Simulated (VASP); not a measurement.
```
CELL_PARAMETERS angstrom
      3.91265     0.00000     0.00000
      0.00000     3.91265     0.00000
      0.00000     0.00000     3.91265
ATOMIC_POSITIONS crystal
  Ti 0.00000 0.00000 0.00000
  Pt 0.00000 0.50000 0.50000
  Pt 0.50000 0.00000 0.50000
  Pt 0.50000 0.50000 0.00000
```

Calculation: PBE GGA with D4 dispersion, VASP's PBE PAW potentials (set 64) (plane waves; VASP). Run with 520 eV cut-off, 9×9×9 Γ-centred mesh, tetrahedra with Blöchl corrections, potentials Ti_sv Pt.

Unless said otherwise, spin-orbit coupling is left out, though it shifts the bands of the heavy elements here.

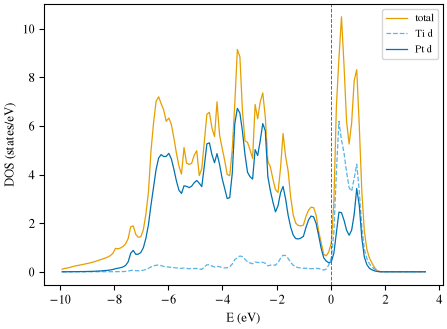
Figure. Total and projected density of states, zero at the Fermi level

Within 2 eV below the Fermi level the largest weight inside VASP's projection spheres is Pt d.

It has no gap at this level: it comes out as a metal or semimetal.

The compound is Pt3Ti in the L1_2 structure. It was relaxed first.
